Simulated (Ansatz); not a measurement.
**CH6BClGe: rigid scan of one bond length in Python**

The task is a rigid scan of one bond length, for CH6BClGe.

Program: the Python package of Ansatz 0.2.0. Level of theory: B3LYP+D3(BJ)/def2-SVP. These are calculated values, not measurements.

### Step 1. The structure

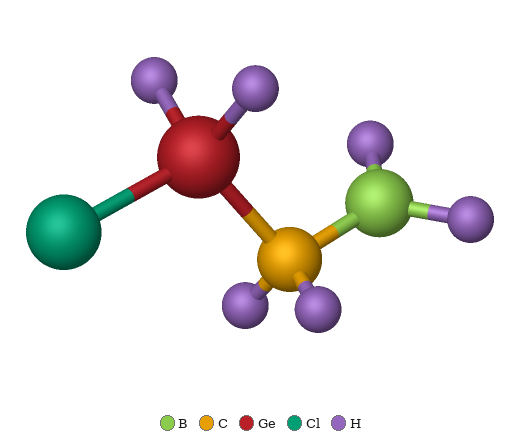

The starting structure, viewed from a chosen angle; boron green, carbon amber, germanium red, chlorine teal, hydrogen purple.

No structure file is read: the coordinates are typed or built in the script.

### Step 2. The script

The input, ch6bclge.py:

```python
"""Potential curve of CH6BClGe along one bond."""

import ansatz as az
import numpy as np


def main() -> None:
    ch6bclge = (
        az.Crystal.molecule()
        .atom("B", (-1.4876, 0.526, -0.0417))
        .atom("C", (-0.4082, -0.4348, -0.5332))
        .atom("Ge", (1.2157, -0.0504, 0.4055))
        .atom("Cl", (2.8599, -1.4167, -0.2409))
        .atom("H", (-2.0489, 1.291, -0.8468))
        .atom("H", (-1.875, 0.6019, 1.077))
        .atom("H", (-0.6937, -1.472, -0.3173))
        .atom("H", (-0.1975, -0.2947, -1.629))
        .atom("H", (1.0222, -0.2053, 1.9849))
        .atom("H", (1.6962, 1.4038, 0.1445))
    )

    symbols = [site.symbol for site in ch6bclge.cartesian_sites]
    start = np.array([site.position_ang for site in ch6bclge.cartesian_sites])
    axis = (start[4] - start[0]) / np.linalg.norm(start[4] - start[0])
    moving = [4]
    lengths, energies = [1.095, 1.145, 1.195, 1.244, 1.294, 1.344, 1.394, 1.468], []
    for length in lengths:
        xyz = start.copy()
        xyz[moving] += (length - np.linalg.norm(start[4] - start[0])) * axis
        point = az.Crystal.molecule()
        for symbol, place in zip(symbols, xyz):
            point = point.atom(symbol, place.tolist())
        calculation = (
            point.calculation()
            .basis(gaussian="def2-SVP")
            .functional("b3lyp", dispersion="d3bj")
        )
        rep = calculation.run(threads=1, backend="cpu").report
        energies.append(rep["free_energy_ev"])
        print(f"r = {length:6.3f} A  E = {energies[-1]:.5f} eV  <S^2> = {abs(rep['mean_field']['state']['spin_squared']):.3f}")

    # quartic fit about the minimum
    fit = np.polynomial.Polynomial.fit(lengths, np.array(energies) - min(energies), 4).convert()
    roots = [r.real for r in fit.deriv().roots() if abs(r.imag) < 1e-9 and fit.deriv(2)(r.real) > 0]
    r_e = min(roots, key=lambda r: abs(r - lengths[int(np.argmin(energies))]))
    print(f"minimum of the fit at {r_e:.4f} A, force constant {fit.deriv(2)(r_e):.2f} eV/A^2")


if __name__ == "__main__":
    main()
```

### Step 3. The input behind the calls

The engine receives this input (first run):

```yaml
crystal:
  periodic: [false, false, false]
  atoms:
    - { symbol: B, position_ang: [-1.4876, 0.526, -0.0417] }
    - { symbol: C, position_ang: [-0.4082, -0.4348, -0.5332] }
    - { symbol: Ge, position_ang: [1.2157, -0.0504, 0.4055] }
    - { symbol: Cl, position_ang: [2.8599, -1.4167, -0.2409] }
    - { symbol: H, position_ang: [-1.9815215167832736, 1.199169357454488, -0.7501557512243247] }
    - { symbol: H, position_ang: [-1.875, 0.6019, 1.077] }
    - { symbol: H, position_ang: [-0.6937, -1.472, -0.3173] }
    - { symbol: H, position_ang: [-0.1975, -0.2947, -1.629] }
    - { symbol: H, position_ang: [1.0222, -0.2053, 1.9849] }
    - { symbol: H, position_ang: [1.6962, 1.4038, 0.1445] }
basis:
  gaussian:
    orbitals: def2-SVP
hamiltonian:
  xc: b3lyp
  dispersion: d3bj
```

### Step 4. Launch

Launch:

```
$ python ch6bclge.py
```

Without the output at hand: what should come out? Wanted: range of energy; lowest point, distance.

The runs gave:

```
                        quantity     value
bond length at the fit's minimum  1.2098 Å
                   runs compared         8
                 range of energy  0.494 eV
      lowest point, distance (Å)      1.20
```

**Reading.** The lowest point, at 1.20, lies inside the range. The ends stand 0.179 and 0.494 eV above it. The distance scanned is the script's pair 0, 4. Caveats:
- The rest of the molecule is held rigid at a force-field or estimated start geometry, and the basis set is modest; single-reference methods fail as a bond breaks.
- b3lyp holds the VWN-RPA fit, as in Gaussian; the form of ORCA and Turbomole is b3lyp5.
- The orbitals are restricted, so S² is zero by construction.
